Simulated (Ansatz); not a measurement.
**C4H5F: small, medium and large basis sets**

How large a basis does C4H5F need? Two functionals are run in growing sets.

Computed with Ansatz 0.2.0, Gaussian basis. Level: one geometry, several basis sets.

Levels to be run: PBE0-D4/def2-SVP; ωB97M-V/def2-SVP; PBE0-D4/def2-QZVPP; ωB97M-V/def2-QZVPP; the functionals' def2-TZVPP values are taken from earlier runs.

## 1. The geometry

The geometry comes from an earlier relaxation with PBE0-D4 in a triple-zeta def2 set; it is a stationary point, not always the lowest conformer.

SMILES `C=C=C(C)F`, 10 atoms, charge 0, spin multiplicity 1.

Atoms are counted from 1 here; the program's logs count them from 0.

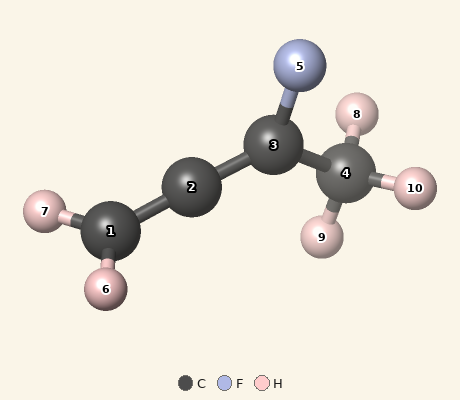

The structure; carbon dark grey, fluorine light blue, hydrogen pink; atoms are numbered from 1 in the order of the file.

As a file:

```
C    -1.20860    1.45481   -0.93214
C    -0.25159    0.67099   -0.53448
C     0.68347   -0.13133   -0.11238
C     0.56217   -1.19694    0.91057
F     1.93174   -0.03385   -0.62551
H    -1.40048    2.40839   -0.44723
H    -1.84895    1.19000   -1.76945
H     0.82127   -2.16738    0.47802
H    -0.45524   -1.24060    1.29613
H     1.24942   -1.00520    1.73937
```

## 2. PBE0-D4 in def2-SVP

in.yaml

```yaml
crystal:
  periodic: [false, false, false]
  atoms:
    - {symbol: C, position_ang: [-1.208602, 1.454815, -0.932138]}
    - {symbol: C, position_ang: [-0.251593, 0.670992, -0.534481]}
    - {symbol: C, position_ang: [0.683468, -0.131333, -0.112376]}
    - {symbol: C, position_ang: [0.562171, -1.196940, 0.910567]}
    - {symbol: F, position_ang: [1.931737, -0.033850, -0.625513]}
    - {symbol: H, position_ang: [-1.400482, 2.408392, -0.447227]}
    - {symbol: H, position_ang: [-1.848953, 1.190005, -1.769452]}
    - {symbol: H, position_ang: [0.821275, -2.167380, 0.478016]}
    - {symbol: H, position_ang: [-0.455241, -1.240601, 1.296132]}
    - {symbol: H, position_ang: [1.249420, -1.005199, 1.739370]}
basis:
  gaussian: {orbitals: def2-SVP}
hamiltonian: {xc: pbe0, dispersion: d4}
output: {orbitals: {seedname: orbitals}}
```

Command:

```console
> ansatz run in.yaml --threads 2 --pin off --events-out ev --progress --plain --max-ram 4352MiB
```

The runs that follow: ωB97M-V in def2-SVP; PBE0-D4 in def2-QZVPP; ωB97M-V in def2-QZVPP.

Q: Predict the results of all the runs planned. Wanted: PBE0-D4: double and triple zeta above quadruple; ωB97M-V: double and triple zeta above quadruple.

As calculated:

```
                                       quantity          value
PBE0-D4: double and triple zeta above quadruple  8.34, 0.37 eV
ωB97M-V: double and triple zeta above quadruple  8.64, 0.35 eV
```

In words: For PBE0-D4 the step from double to triple zeta gains 7.97 eV and the next only 0.37 eV. Total energies overstate the basis error of differences, where much of it tends to cancel.
